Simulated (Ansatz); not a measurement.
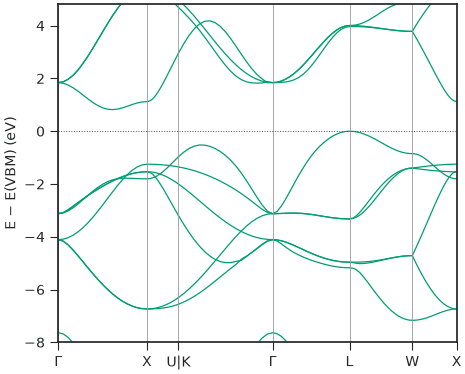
Fig. 1. Band structure from PBE (plane waves, PAW; program Ansatz)

Question: Read off the gap and where the band edges lie.

Answer: About 0.8 eV (0.82 eV by a search for the band edges); maximum at L, minimum on the Γ–X line, 60 % of the way from Γ.

The material is TeO2 (fluorite, Fm-3m).

The cell is a constructed one: a structure type filled with these elements; neither database checked (COD, Materials Project) lists it. COD files the formula under space group No. 19, 61, 92, 136, so this cell is another polymorph or a model. Whether it is the stable phase at ambient conditions was not checked. The cell was relaxed with PBE under the symmetry of its start; whether a distortion lowers the energy is not shown. Scalar-relativistic: spin–orbit coupling is off unless named, which matters more the heavier the elements.

Potentials: the later of the program's two PAW sets.
